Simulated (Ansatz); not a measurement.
# Al$_{15}$As$_{15}$H$_{34}$: what the fields show

Al$_{15}$As$_{15}$H$_{34}$, 64 atoms.

Geometry: PBE-D4/def2-SVP.

Theory: RKS PBE0-D4/def2-SVP (Ansatz 0.2.0).

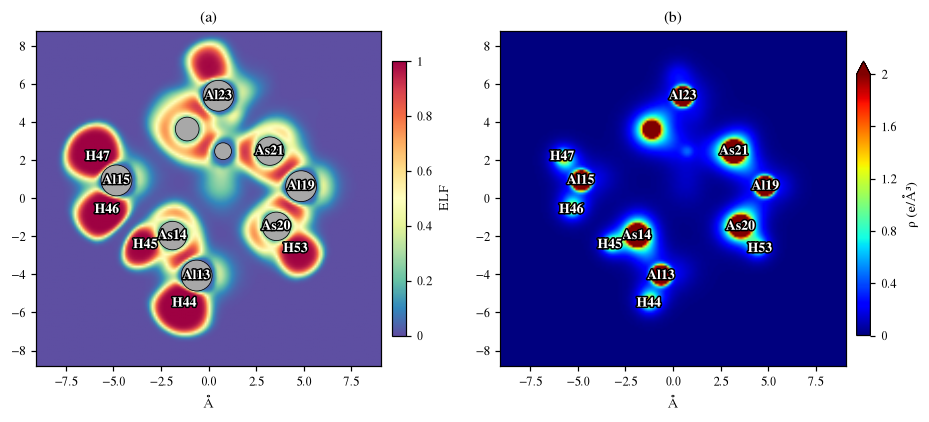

Figure 1. (a) electron localisation function; (b) electron density on the plane of atoms As14, Al13 and H44. Grey discs cover the atomic cores in the ELF map.

Describe what can be read from this map.

Answer. The plane passes through Al, As and H nuclei.
As–H (1.53 Å): ρ is about 1.1 e/Å³ halfway; the ELF climbs to about 1 towards the hydrogen, as it does in any bond to H.
Al–As (2.45 Å): ρ is about 0.51 e/Å³ halfway; the ELF peaks at about 0.95 between the atoms: localised, covalent bonding.
Al–As (2.49 Å): the density is about 0.47 e/Å³ at the midpoint; the ELF peaks at about 0.95 between the atoms (localised, covalent bonding).
Al–H (1.59 Å): ρ at the midpoint is about 0.53 e/Å³; the ELF climbs to about 1 towards the hydrogen.

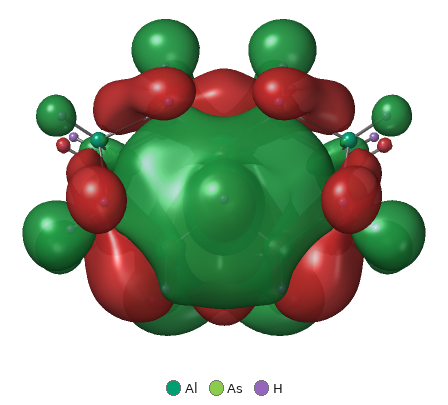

Figure 2. The LUMO at ±0.02 Å⁻³ᐟ² (green and red are the two phases), seen from one side.

Describe this orbital and give its energy.

Answer. No atom holds more than about 15 % of it (Hirshfeld); by element the shares are As 45 %, Al 40 % and H 15 %. Its energy is −2.13 eV.

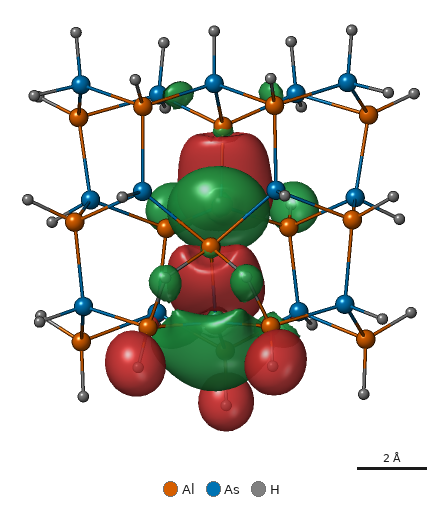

Figure 3. One frontier orbital at ±0.06 Å⁻³ᐟ² (green and red are the two phases), seen across its widest extent.

Which orbital is it: HOMO or LUMO?

Answer. The HOMO, at −6.38 eV. Its weight (Hirshfeld) is mainly on As24 (about 25 %), As9 (about 20 %) and Al22 (about 5 %).
